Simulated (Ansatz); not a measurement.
# FH3Si: the cost of one run

The runs use Ansatz 0.2.0, Gaussian basis; PBE0-D4/def2-TZVP structures, single points in def2-TZVPP, no counterpoise correction.

Levels: SPW92, PBE-D4, BLYP-D4, r2SCAN-D4, B97M-V, PBE0-D4, B3LYP-D4, r2SCAN0-D4, BHLYP-D4, CAM-B3LYP-D4, wB97X-V, wB97M-V, B2PLYP, PBE-QIDH, RPA on PBE, Hartree-Fock, MP2, CCSD, CCSD(T).

Cores are frozen in the correlated methods. Filled d shells of the heavier atoms are correlated. B3LYP uses VWN-RPA correlation. B2PLYP carries no dispersion term here.

94 further runs of the same task are left out: 94 set aside as unsound or not needed. Runs told in other sessions of the task aren't counted.

## Step 1: Where the work starts

The complex: 7 atoms, charge 0, spin multiplicity 1.

Atoms are counted from 1 here; the program's logs count them from 0.

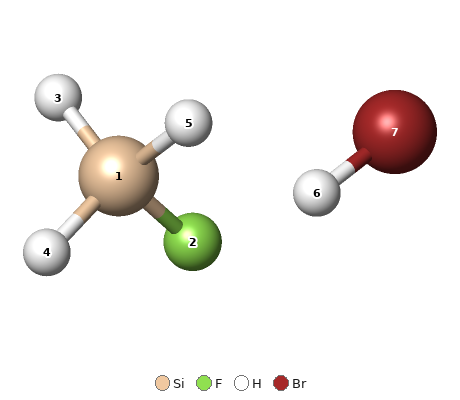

As it starts; silicon light orange, fluorine green, hydrogen white, bromine red; atoms are numbered from 1 in the order of the file.

As a file:

```xyz
7
charge 0, multiplicity 1
Si   -0.9071   -0.5649    0.4570
F     0.6166   -0.0793    0.6488
H    -0.9439   -1.4955   -0.6931
H    -1.3205   -1.2425    1.7063
H    -1.7351    0.6347    0.2006
H     1.8726    1.0072   -0.6129
Br    2.4175    1.7402   -1.7067
```

Its parts: SiH₃F holds atoms 1, 2, 3, 4, 5; HBr holds atoms 6, 7. Each part counts its atoms afresh in its own runs.

## Step 2: Relaxing SiH₃F alone

Input file relax-a/in.yaml:

```yaml
crystal:
  periodic: [false, false, false]
  atoms:
    - {symbol: Si, position_ang: [-0.907110, -0.564855, 0.456983]}
    - {symbol: F, position_ang: [0.616560, -0.079292, 0.648828]}
    - {symbol: H, position_ang: [-0.943876, -1.495541, -0.693142]}
    - {symbol: H, position_ang: [-1.320462, -1.242530, 1.706326]}
    - {symbol: H, position_ang: [-1.735084, 0.634712, 0.200559]}
basis:
  gaussian: {orbitals: def2-TZVP}
hamiltonian: {xc: pbe0, dispersion: d4}
relax: {f_tol: 0.005, max_steps: 200}
```

Launch:

```sh
$ ansatz run in.yaml --threads 4 --pin off --events-out ev --progress --plain --max-ram 9574MiB
```

**Question.** How long does this run take on 4 threads of Intel Xeon at 2.50GHz, shared host?

About 4.5 s.
